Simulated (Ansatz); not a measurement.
**Y: response to strain**

Consider Y in the hcp (Mg type) structure (space group P6_3/mmc, No. 194; a = 3.594 Å, c = 5.610 Å; relaxed with 0.1 eV smearing).

Strains are applied to the cell and any free atomic positions relax.

The values are results of Ansatz (a quantum-chemistry and plane-wave program) PBEsol, spin-orbit coupling left out, not measurements.

Notes on the quantities. energy relative to the base: free energy F.

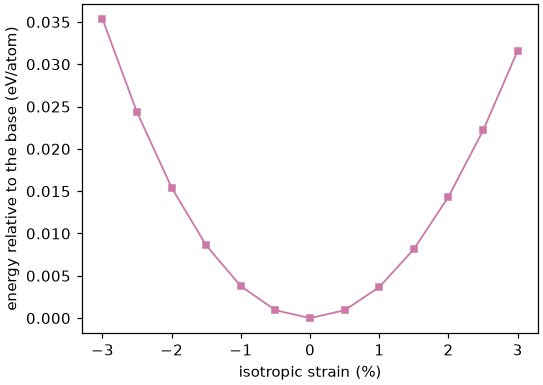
Figure: Energy relative to the base against isotropic strain

Task: From the plot, what is the energy relative to the base for isotropic strain +0.50 %?

Result: About 0.001 eV/atom.

Task: Is the trend monotonic over the range shown?

Result: No, it turns within the range, spanning 0 meV/atom to +35 meV/atom.

No phonon test of stability was made. All final runs are without spin polarisation.
